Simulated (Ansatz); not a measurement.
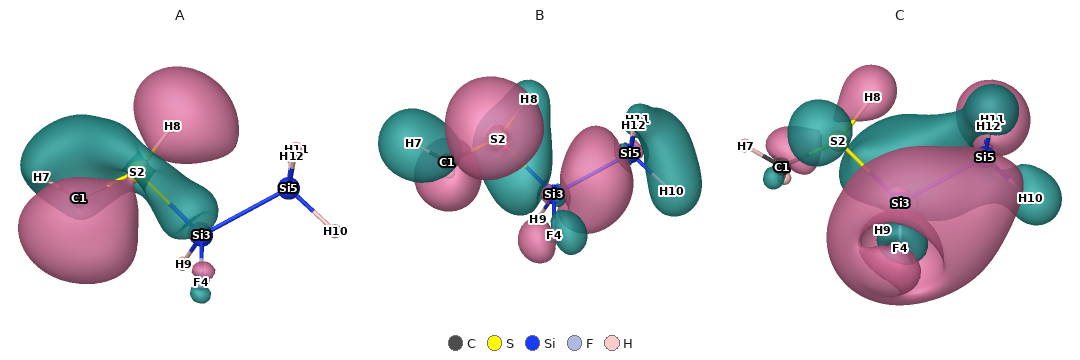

The picture shows: CH7FSSi2. Three frontier orbitals at ±0.06 Å⁻³ᐟ² (teal and pink are the two phases), in no order.

Level of theory: Ansatz 0.2.0, UKS PBE-D4/6-31G*.

```csv
atom,x (Å),y (Å),z (Å)
C,-1.6646,1.2441,1.4396
S,-0.3707,0.1537,1.4368
Si,-0.2643,-0.4924,-0.6532
F,-1.2176,-1.7988,-0.8347
Si,1.9896,-0.9894,-1.1197
H,-1.6529,2.0618,0.7121
H,-2.0018,1.4903,2.4511
H,1.0572,0.5872,1.4315
H,-0.8556,0.6296,-1.4533
H,2.0607,-1.7356,-2.4192
H,2.5801,-1.8332,-0.0311
H,2.7656,0.2868,-1.2495
```

**Which picture is the HOMO−1, the HOMO and the LUMO?**

B is the HOMO−1 (−7.28 eV). By Hirshfeld shares it lies mainly on S2 (about 40 %), Si3 (about 15 %), Si5 (about 10 %) and C1 (about 10 %). A is the HOMO (−4.37 eV). By Hirshfeld shares it lies mainly on C1 (about 55 %), S2 (about 15 %) and H8 (about 15 %). C is the LUMO (−1.43 eV). By Hirshfeld shares it lies mainly on Si3 (about 45 %), Si5 (about 20 %), F4 (about 10 %) and S2 (about 5 %).

**What is the HOMO–LUMO gap?**

2.94 eV between the orbital energies.
